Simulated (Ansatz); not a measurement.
# TcSn (hypothetical, Pm-3m): phonons against volume, part 2 of 4

Aim: how the vibrations of TcSn (hypothetical) shift with volume, and the expansion that follows. The crystal structure is hypothetical: it was made by swapping elements on a known structure type.

Ansatz 0.2.0; DFT PBEsol, scalar-relativistic, plane waves, PAW.

So far. Step 2 (A first coarse run): The start is under 89 GPa at this level and looks like a metal on this mesh.

### 5. Tight relaxation

The relaxation is repeated with tighter thresholds on force and stress, since phonons are sensitive to what is left; a change of mesh or smearing in the input moves the cell too.

Input file input.yaml:

```yaml
crystal:
  lattice:
    - [3.2217568245, 0.0, 0.0]
    - [0.0, 3.2217568245, 0.0]
    - [0.0, 0.0, 3.2217568245]
  atoms:
    - { symbol: Sn, position: [0.0, 0.0, 0.0] }
    - { symbol: Tc, position: [0.5, 0.5, 0.5] }
kpoints:
  mp_grid: { grid: [16, 16, 16] }
hamiltonian:
  xc: pbesol
scf:
  occupations: { method: methfessel_paxton, width: 0.2 }
output:
  forces: true
  stress: true
  eigenvalues: true
relax:
  adjacent_minimum: "off"
  f_tol: 0.001
  max_steps: 60
  cell: { stress_tol: 0.01 }
```

On the command line:

```bash
$ ansatz run input.yaml --threads 4 --pin off --max-ram 8192MiB --backend cpu --events-out ev --progress --plain --runs-dir out
```

Numbers of over 12 decimals in the logs are rounded to 6 here.

Log:

```text
[...]
Crystal: 2 atoms, lattice volume = 33.441 Å³
Basis set: ecut = 500 eV, 847 PW (Γ), exchange–correlation on 48×48×48 points (8 copies of the dense FFT grid, shifted against one another)
Bands: 19, of which v1, the nominal top of the filled ones, is band 15 counted from 1 (14 counted from 0)
Symmetry: 48 space group operations
[...]
k-points: 165 of 4096
[...]
k-point 164: bands = [... 11 lower, 13.6597, 15.7625, 20.2961, 20.2961, 22.5240, 22.5240, 22.5240, 25.0812]
--- Relaxed structure (3 steps of the walk, 2 accepted, 1 SCFs on fresh bases) ---
[...]
cell:  # Å, volume = 33.4231 Å³
    - [3.221186, 0.0, 0.0]
    - [0.0, 3.221186, 0.0]
    - [0.0, 0.0, 3.221186]
  atoms:
    - { symbol: Sn, position: [0, 0.0, 0] }
    - { symbol: Tc, position: [0.5, 0.5, 0.5] }
[key lines of the parts left out:]
SCF converged after 4 iterations
Free energy (F): -11287.160452 eV
Fermi energy:    18.691649 eV
P = ⅓ Tr σ = -0.0005 GPa (-0.005 kbar)
```

Elapsed: 5.7 s, on 4 threads of Arm Neoverse V2, shared host; peak memory 0.44 GiB.

Little changed from the start: no atom moved by 0.005 Å and no cell edge by 0.1 %.

This step gave:

- pressure: -4.87e-4 GPa
- volume per atom: 16.71 Å³

The residual pressure is -4.9e-4 GPa, small enough for phonons.

### 6. Lattice dynamics at this volume, V/V0 1

The same q-mesh and k-mesh are kept at every volume, so that much of their error can cancel in the differences.

Input file input.yaml:

```yaml
crystal:
  lattice:
    - [3.2211856617, 0.0, 0.0]
    - [0.0, 3.2211856617, 0.0]
    - [0.0, 0.0, 3.2211856617]
  atoms:
    - { symbol: Sn, position: [0.0, 0.0, 0.0] }
    - { symbol: Tc, position: [0.5, 0.5, 0.5] }
kpoints:
  mp_grid: { grid: [16, 16, 16] }
hamiltonian:
  xc: pbesol
scf:
  occupations: { method: methfessel_paxton, width: 0.2 }
output:
  eigenvalues: true
phonons:
  method: dfpt
  qmesh: [4, 4, 4]
  temperatures: { t_max: 1000, t_step: 50 }
  qpath:
    path:
      - [[0.0, 0.0, 0.0], [0.0, 0.5, 0.0], [0.5, 0.5, 0.0], [0.0, 0.0, 0.0], [0.5, 0.5, 0.5], [0.0, 0.5, 0.0]]
      - [[0.5, 0.5, 0.5], [0.5, 0.5, 0.0]]
    npoints: 10
```

Log:

```text
[...]
Crystal: 2 atoms, lattice volume = 33.423 Å³
Basis set: ecut = 500 eV, 847 PW (Γ), exchange–correlation on 48×48×48 points (8 copies of the dense FFT grid, shifted against one another)
Bands: 19, of which v1, the nominal top of the filled ones, is band 15 counted from 1 (14 counted from 0)
Symmetry: 48 space group operations
k-points: 165 of 4096
[...]
SCF iter   1: F=—  HF=-11287.746193 eV  |F-HF|=—  |Δ(HF+E_count)|=         —  Δρ=5.76e-2  dr2=2.06e0  ethr=3.10e-3  ⟨swp⟩=4.9  Hψ=14067  notcnv=0
[...]
SCF iter   8: F=-11287.160452 eV  HF=-11287.160452 eV  |F-HF|=1.82e-12  |Δ(HF+E_count)|=   2.93e-9  S|Δr|=    0.00e0  Δρ=1.23e-7  dr2=2.86e-12  ethr=1.00e-12  ⟨swp⟩=5.5  Hψ=17535  notcnv=0
SCF 1 converged in 8 iterations: F = -11287.160452 eV  dr2 = 2.86e-12
[...]
phonons: the bands overlap, so this run is a metal and interpolates without the dipole-dipole term. If the crystal is really an insulator or semiconductor, its LO-TO splitting is missing
NSCF: frozen V_eff on 165 k-points
WARN: eigensolver did not converge in 2 slots of this pass, the one above among them; of largest residual over every band (k=46): 1 band(s) unlocked (lowest unlocked band 18, counted from 0; max residual 2.15e-5 eV among the unlocked bands, 2.15e-5 eV over every band); of lowest unlocked band (k=46): band 18
[...]
DFPT response loops at q = (0, 0, 0) (fractional): preconditioner auto → Kerker (q_TF=auto, 2.665 Å⁻¹) (partly filled bands, converged f_vac=0.000); β = 1.00, the filter's whole step (`scf.mixing.beta` (0.50) is not read by the response loops under this deck's `scf.mixing.preconditioner`; to damp them name `kerker` or `kerker_dos`, under which they read `scf.mixing.beta`, and type it under 1.00, their step now; both keys bind the ground state too); Broyden in place of MSR1
[...]
SCF converged after 8 iterations
[...]
Free energy (F): -11287.160452 eV
[...]
Internal energy: -11287.161685 eV  (E = F + TS)
E sigma→0 (E₀):  -11287.160760 eV
Entropy (-TS):   0.001233 eV (0.617 meV/atom)
Fermi energy:    18.691650 eV
[...]
--- Band table (eV; the first three rows and the last of 165) ---
  k-point 0: bands = [... 11 lower, 15.9079, 19.0970, 19.0970, 19.0970, 21.8557, 21.8557, 21.8557, 28.3058]
  k-point 1: bands = [... 11 lower, 15.9182, 18.9245, 18.9245, 19.0953, 21.5515, 22.0969, 22.0969, 28.5510]
  k-point 2: bands = [... 11 lower, 15.9479, 18.5326, 18.5326, 19.0906, 20.8831, 22.6965, 22.6965, 28.8647]
  k-point 164: bands = [... 11 lower, 13.6597, 15.7625, 20.2961, 20.2961, 22.5240, 22.5240, 22.5240, 25.0812]
--- Phonons (Γ-DFPT): 2 representative perturbations + reference (Σ response iterations 6) ---
  ASR residual: 1.775e-4 → 0.000e0 eV/Å²; symmetrization residual: 6.739e-6 eV/Å²
  ASR residual per site (eV/Å²): 1.29e-5 1.77e-4
  Γ frequencies (cm⁻¹): 0.00 0.00 0.00 189.41 189.41 189.41
--- Phonons (arbitrary-q DFPT): 10 irreducible q on the 4×4×4 mesh ---
  q = [0.0000, 0.0000, 0.0000] (star 1, of the zone-centre solve; hermiticity 1.90e-6, symmetrization 8.84e-12): -0.00 -0.00 0.00 189.41 189.41 189.41
  q = [0.0000, 0.0000, 0.2500] (star 6, 4 solved perturbations in 4032 linear systems a pass and spin channel, the states on 1296 of 4096 k-point pairs; hermiticity 7.60e-6, symmetrization 1.04e-12): 63.00 63.00 118.81 167.27 167.27 189.13
[...]
q = [0.0000, 0.2500, -0.5000] (star 12, 6 solved perturbations on 1296 of 4096 k-point pairs; hermiticity 3.61e-6, symmetrization 1.57e-7): 107.66 109.16 123.47 128.17 199.43 203.99
[...]
sum rule: each row above includes the acoustic sum rule's correction from the zone centre's row sums; it moved no ω² by more than (0.70 cm⁻¹)²
  mesh force constants: q→R imaginary residual 2.94e-18; ASR residual 1.775e-4 → 0.000e0 eV/Å²; symmetrization residual 3.109e-15 eV/Å²
  interpolated dispersion: 62 rows × 6 modes
  density of states and harmonic sums: on the 20×20×20 q-mesh, interpolated from the force constants of a 4×4×4 supercell (no non-analytic term)
  largest difference from the sums on the solved wave vectors: F 1.23e-2 eV, S 1.63e-5 and C_V 4.01e-6 eV/K
  zero-point energy: 0.052129 eV/cell   skipped modes (ω ≤ 0): 3   left out of the sums: 6.25e-5 of the cell's modes: C_V's classical limit lies that fraction below 3 k_B per atom; for a crystal, a wire or a layer, F and S can be off by more, and a phonons.interpolated_qmesh denser along its periods is the remedy for the sampling
```

Wall time 9.2 min (4 threads); peak memory 4.3 GiB; 35 min of CPU time.

This step gave:

- Γ frequencies: 0, 0, 0, 189.4, 189.4, 189.4 cm⁻¹ (negative: imaginary)
- lowest frequency on the path: 0 cm⁻¹
- zero-point energy: 0.05213 eV/cell
- point group: m-3m
- highest frequency: 224.1 cm⁻¹
- Debye temperature from the second moment: 273 K

No LO-TO term. Phonon branches along the path, in cm⁻¹:

```csv
point,branch 1,branch 2,branch 3,branch 4,branch 5,branch 6
Γ,0,0,0,189,189,189
X,101,101,135,135,172,189
M,83,95,95,120,224,224
Γ,0,0,0,189,189,189
R,95,95,95,184,184,184
X,101,101,135,135,172,189
jump to R,95,95,95,184,184,184
M,83,95,95,120,224,224
```

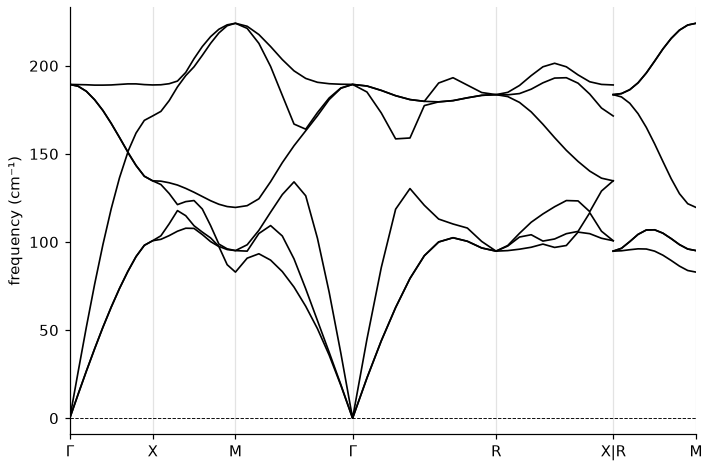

Phonon branches along the path.

The phonon density of states has structure finer than the step of the table below, so its rows give means over 10 cm⁻¹, whole bins alone (the curve runs from 1 to 225 cm⁻¹). Peaks (cm⁻¹: height): 97.0: 0.127, 123.0: 0.0552, 191.0: 0.0929.

Tetrahedra on 20 20 20, mean over bins of 2 cm⁻¹. The phonon density of states by wavenumber; means over each step:

```csv
wavenumber (cm⁻¹),phonon density of states (1/cm⁻¹/cell)
10,9.2e-5
20,5.5e-4
30,0.00136
40,0.00264
50,0.00451
60,0.00718
70,0.0110
80,0.0170
90,0.0348
100,0.109
110,0.0451
120,0.0381
130,0.0354
140,0.0246
150,0.0230
160,0.0330
170,0.0317
180,0.0252
190,0.0694
200,0.0548
210,0.0234
220,0.00834
```

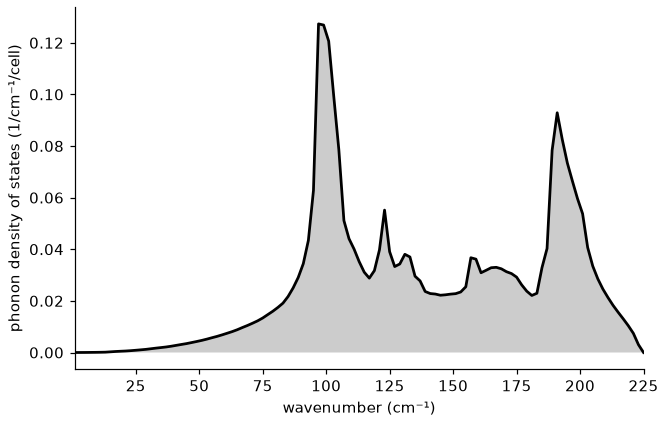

Phonon density of states, plotted against wavenumber.

Harmonic. Thermo, by row:

```csv
T (K),F_vib (meV/atom),S (J/mol-atom/K),C_V (J/mol-atom/K)
0,26.06,0,0
50,25.56,3.66,8.558
100,21.27,12.93,17.82
150,12.42,20.92,21.3
200,-0.13,27.28,22.78
250,-15.65,32.45,23.52
300,-33.62,36.78,23.94
350,-53.66,40.49,24.2
400,-75.5,43.73,24.37
450,-98.92,46.61,24.49
500,-123.8,49.19,24.57
550,-149.9,51.54,24.64
600,-177.1,53.69,24.68
650,-205.5,55.66,24.72
700,-234.8,57.5,24.75
750,-265.1,59.2,24.78
800,-296.1,60.8,24.8
850,-328.1,62.31,24.81
900,-360.7,63.73,24.83
950,-394.1,65.07,24.84
1000,-428.1,66.34,24.85
```

The modes has structure finer than the step of the table below, so its rows give means over 10 cm⁻¹, whole bins alone (the curve runs from -10 to 240 cm⁻¹). Peaks (cm⁻¹: height): Sn 98.6: 0.0370, 158.4: 0.0288, 191.4: 0.0533; Tc 98.6: 0.0810, 191.4: 0.0352.

Phonopy on the run's constants, 17x17x17 mesh, Gaussian sigma 2.0 cm⁻¹. Modes against wavenumber; means over each step; values in 1/cm⁻¹/cell:

```csv
wavenumber (cm⁻¹),Sn,Tc
0,3.3e-5,2.6e-5
10,4.7e-5,4.1e-5
20,3.7e-4,3.1e-4
30,7.4e-4,6.5e-4
40,0.00134,0.00121
50,0.00244,0.00234
60,0.00350,0.00367
70,0.00513,0.00583
80,0.00726,0.00934
90,0.0144,0.0238
100,0.0311,0.0717
110,0.0143,0.0328
120,0.0133,0.0252
130,0.0151,0.0199
140,0.0177,0.00775
150,0.0181,0.00510
160,0.0253,0.00723
170,0.0222,0.00904
180,0.0174,0.00986
190,0.0407,0.0264
200,0.0320,0.0222
210,0.0129,0.0110
220,0.00449,0.00448
230,1.1e-4,1.2e-4
```

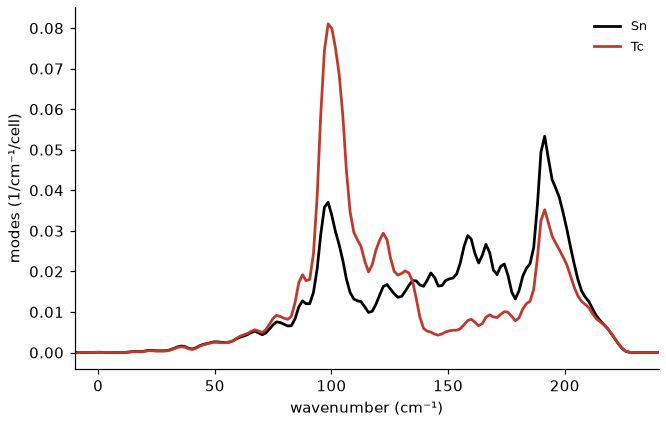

Modes against wavenumber.

No LO-TO term. The modes at Γ (shares of kinetic energy by element, %):

```csv
mode,frequency (cm⁻¹),symmetry,Sn %,Tc %
1,0.0,T1u,55,45
2,0.0,T1u,55,45
3,0.0,T1u,55,45
4,189.4,T1u,45,55
5,189.4,T1u,45,55
6,189.4,T1u,45,55
```

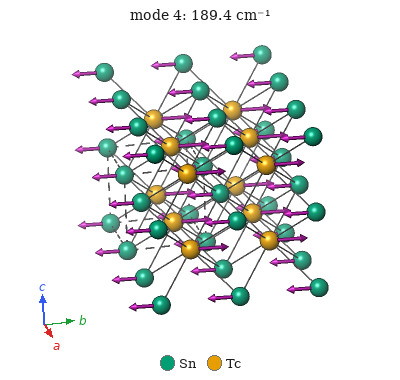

Displacement patterns of mode 4 at Γ; arrows are exaggerated. 3×2×2 cells are drawn. Some periodic images of atoms are drawn too.

No mode is imaginary beyond numerical noise at the solved wavevectors.

### 7. A cell at another volume, V/V0 1.015

Symmetry fixes every atom, so a single point at the scaled cell gives the energy and pressure of this member.

The cell differs from the one that the last finished run ended in (a 3.221 → 3.237 Å, b 3.221 → 3.237 Å, c 3.221 → 3.237 Å).

input.yaml, the sections that differ from step 6:

```yaml
crystal:
  lattice:
    - [3.2372117248, 0.0, 0.0]
    - [0.0, 3.2372117248, 0.0]
    - [0.0, 0.0, 3.2372117248]
  atoms:
    - { symbol: Sn, position: [0.0, 0.0, 0.0] }
    - { symbol: Tc, position: [0.5, 0.5, 0.5] }
output:
  forces: true
  stress: true
  eigenvalues: true
# kpoints, hamiltonian, scf: as in step 6
# phonons: removed
```

Log:

```text
[...]
Crystal: 2 atoms, lattice volume = 33.924 Å³
Basis set: ecut = 500 eV, 847 PW (Γ), exchange–correlation on 48×48×48 points (8 copies of the dense FFT grid, shifted against one another)
Bands: 19, of which v1, the nominal top of the filled ones, is band 15 counted from 1 (14 counted from 0)
Symmetry: 48 space group operations
[...]
k-points: 165 of 4096
[...]
SCF iter   1: F=—  HF=-11287.737722 eV  |F-HF|=—  |Δ(HF+E_count)|=         —  Δρ=5.72e-2  dr2=2.08e0  ethr=3.10e-3  ⟨swp⟩=4.9  Hψ=13795  notcnv=0
[...]
SCF iter   7: F=-11287.156157 eV  HF=-11287.156157 eV  |F-HF|=1.09e-8  |Δ(HF+E_count)|=   2.64e-8  S|Δr|=    0.00e0  Δρ=4.73e-6  dr2=1.16e-8  ethr=3.45e-10  ⟨swp⟩=4.4  Hψ=9685  notcnv=0
SCF 1 converged in 7 iterations: F = -11287.156157 eV  dr2 = 1.16e-8
[...]
SCF converged after 7 iterations
[...]
Free energy (F): -11287.156157 eV
[...]
Internal energy: -11287.157209 eV  (E = F + TS)
E sigma→0 (E₀):  -11287.156420 eV
Entropy (-TS):   0.001053 eV (0.526 meV/atom)
Fermi energy:    18.353711 eV
[...]
--- Stress (GPa, compression-positive) ---
       -2.704874      -0.000000       0.000000
        0.000000      -2.704874      -0.000000
        0.000000       0.000000      -2.704874
  P = ⅓ Tr σ = -2.7049 GPa (-27.049 kbar)
--- Band table (eV; the first three rows and the last of 165) ---
  k-point 0: bands = [... 11 lower, 15.6327, 18.7507, 18.7507, 18.7507, 21.4834, 21.4834, 21.4834, 27.7431]
  k-point 1: bands = [... 11 lower, 15.6431, 18.5829, 18.5829, 18.7493, 21.1782, 21.7192, 21.7192, 27.9914]
  k-point 2: bands = [... 11 lower, 15.6731, 18.2006, 18.2006, 18.7452, 20.5104, 22.3068, 22.3068, 28.3264]
  k-point 164: bands = [... 11 lower, 13.4164, 15.3772, 19.9234, 19.9234, 22.1445, 22.1445, 22.1445, 24.6347]
```

Elapsed: 1.6 s, on 4 threads; peak memory 0.41 GiB.

Numbers from this step:

```
pressure        : -2.705 GPa
volume per atom : 16.96 Å³
```

The run ends at a pressure of -2.70 GPa.

### 8. Phonons, V/V0 1.015

Phonons at this volume give one point of F(V, T); meshes stay fixed along the series.

input.yaml, the sections that differ from step 7:

```yaml
output:
  eigenvalues: true
phonons:
  method: dfpt
  qmesh: [4, 4, 4]
  temperatures: { t_max: 1000, t_step: 50 }
  qpath:
    path:
      - [[0.0, 0.0, 0.0], [0.0, 0.5, 0.0], [0.5, 0.5, 0.0], [0.0, 0.0, 0.0], [0.5, 0.5, 0.5], [0.0, 0.5, 0.0]]
      - [[0.5, 0.5, 0.5], [0.5, 0.5, 0.0]]
    npoints: 10
# crystal, kpoints, hamiltonian, scf: as in step 7
```

Log:

```text
[...]
Crystal: 2 atoms, lattice volume = 33.924 Å³
Basis set: ecut = 500 eV, 847 PW (Γ), exchange–correlation on 48×48×48 points (8 copies of the dense FFT grid, shifted against one another)
Bands: 19, of which v1, the nominal top of the filled ones, is band 15 counted from 1 (14 counted from 0)
Symmetry: 48 space group operations
k-points: 165 of 4096
[...]
k-point 164: bands = [... 11 lower, 13.4164, 15.3773, 19.9233, 19.9233, 22.1445, 22.1445, 22.1445, 24.6347]
[...]
ASR residual: 9.345e-5 → 0.000e0 eV/Å²; symmetrization residual: 7.701e-6 eV/Å²
  ASR residual per site (eV/Å²): 3.40e-5 9.34e-5
  Γ frequencies (cm⁻¹): 0.00 0.00 0.00 182.26 182.26 182.26
--- Phonons (arbitrary-q DFPT): 10 irreducible q on the 4×4×4 mesh ---
[...]
interpolated dispersion: 62 rows × 6 modes
[...]
[key lines of the parts left out:]
SCF converged after 8 iterations
Free energy (F): -11287.156157 eV
Fermi energy:    18.353674 eV
```

Wall time 9.4 min (4 threads); peak memory 4.3 GiB.

No LO-TO term. Phonon branches along the path, in cm⁻¹:

```csv
point,branch 1,branch 2,branch 3,branch 4,branch 5,branch 6
Γ,0,0,0,182,182,182
X,94,94,130,130,164,184
M,75,93,93,115,216,216
Γ,0,0,0,182,182,182
R,84,84,84,179,179,179
X,94,94,130,130,164,184
jump to R,84,84,84,179,179,179
M,75,93,93,115,216,216
```

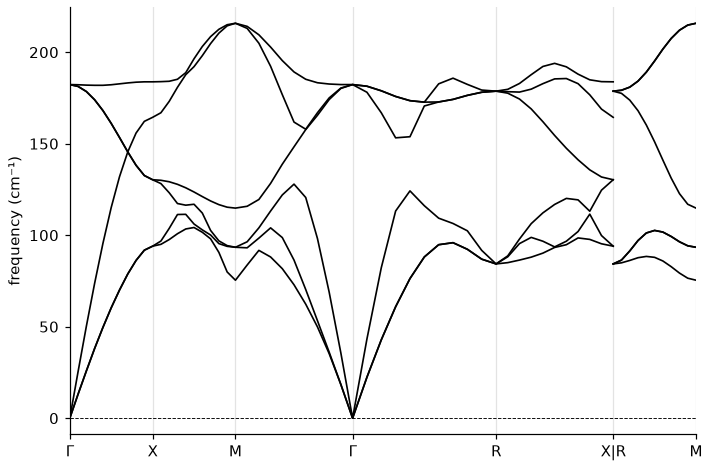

Phonon branches along the path.

No mode is imaginary beyond numerical noise at the solved wavevectors. The highest zone-centre mode (no LO–TO term) moved by -3.8 % for a volume change of +1.5 %.

### 9. A cell at another volume, V/V0 0.985

Symmetry fixes every atom, so a single point at the scaled cell gives the energy and pressure of this member.

The cell differs from the one that the last finished run ended in (a 3.237 → 3.205 Å, b 3.237 → 3.205 Å, c 3.237 → 3.205 Å).

input.yaml, the sections that differ from step 8:

```yaml
crystal:
  lattice:
    - [3.2049985259, 0.0, 0.0]
    - [0.0, 3.2049985259, 0.0]
    - [0.0, 0.0, 3.2049985259]
  atoms:
    - { symbol: Sn, position: [0.0, 0.0, 0.0] }
    - { symbol: Tc, position: [0.5, 0.5, 0.5] }
output:
  forces: true
  stress: true
  eigenvalues: true
# kpoints, hamiltonian, scf: as in step 8
# phonons: removed
```

Log:

```text
[...]
Crystal: 2 atoms, lattice volume = 32.922 Å³
Basis set: ecut = 500 eV, 847 PW (Γ), exchange–correlation on 48×48×48 points (8 copies of the dense FFT grid, shifted against one another)
Bands: 19, of which v1, the nominal top of the filled ones, is band 15 counted from 1 (14 counted from 0)
Symmetry: 48 space group operations
[...]
k-points: 165 of 4096
[...]
--- Band table (eV; the first three rows and the last of 165) ---
  k-point 0: bands = [... 11 lower, 16.1905, 19.4528, 19.4528, 19.4528, 22.2393, 22.2393, 22.2393, 28.8856]
  k-point 1: bands = [... 11 lower, 16.2007, 19.2756, 19.2756, 19.4510, 21.9360, 22.4862, 22.4862, 29.1273]
  k-point 2: bands = [... 11 lower, 16.2301, 18.8738, 18.8738, 19.4456, 21.2668, 23.0980, 23.0980, 29.4168]
  k-point 164: bands = [... 11 lower, 13.9098, 16.1595, 20.6792, 20.6792, 22.9156, 22.9156, 22.9156, 25.5407]
[key lines of the parts left out:]
SCF converged after 7 iterations
Free energy (F): -11287.155881 eV
Fermi energy:    19.038594 eV
P = ⅓ Tr σ = 2.9685 GPa (29.685 kbar)
```

The job ended after 1.6 s (4 threads; peak memory 0.41 GiB).

The run ends at a pressure of 2.97 GPa.

(Continued in part 3 of 4.)

[Logs are printed without paths, hosts, clocks, repeated set-up lines and the standing remarks that a program may print on its own settings, such as how far it seeks lower states.]

[Hosts, paths, dates, database ids (printed as entryN), source tags and the programs' standing remarks are cut or masked in the printed files.]

[A step with changed settings may run another functional than the one named; its input shows which.]

[Of the runs on displaced cells, only some may be shown.]
